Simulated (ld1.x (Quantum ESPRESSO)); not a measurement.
```yaml
element: Ar
generator: ld1.x (Quantum ESPRESSO) 7.5
type: norm-conserving Troullier–Martins (semilocal form)
functional: PBEsol
relativity: scalar-relativistic
frozen_core: [Ne]
valence_charge: 8
reference_configuration: 3s2 3p3 (charge +3)
partial_waves: 3s (bound): rc 0.85 bohr; 3d channel at 0.1 Ry: rc 0.90 bohr; 3p (bound): rc 0.95 bohr
local_potential: the p channel
core_correction: Bessel-smoothed model core, default radius (core density twice the valence density)
```

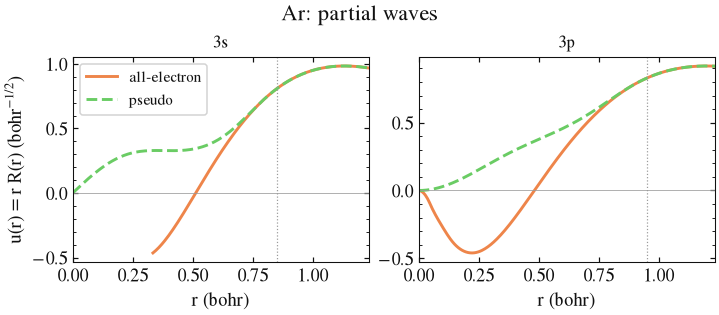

All-electron valence functions (solid) with their pseudo partners (dashed). Dotted lines mark the matching radii. The all-electron curves start outside the innermost oscillations, which aren't drawn.

Pseudo-waves: 3s has no node; 3p has no node.

- Cutoffs needed: 180 Ry and over 300 Ry (the cutoffs, on a coarse ladder, from which the occupation-weighted sum of valence levels, in a spherical-Bessel basis at the reference potential, stays within 10 and 1 mRy of its value at 400 Ry)
- Ghost test: no ghost state below the valence levels in the s, d, p channels (spherical-Bessel basis up to 400 Ry, 20 bohr box)
- Largest excitation error: +131 meV (all-electron minus pseudo) for 3s2 3p6, out of 6 test configurations
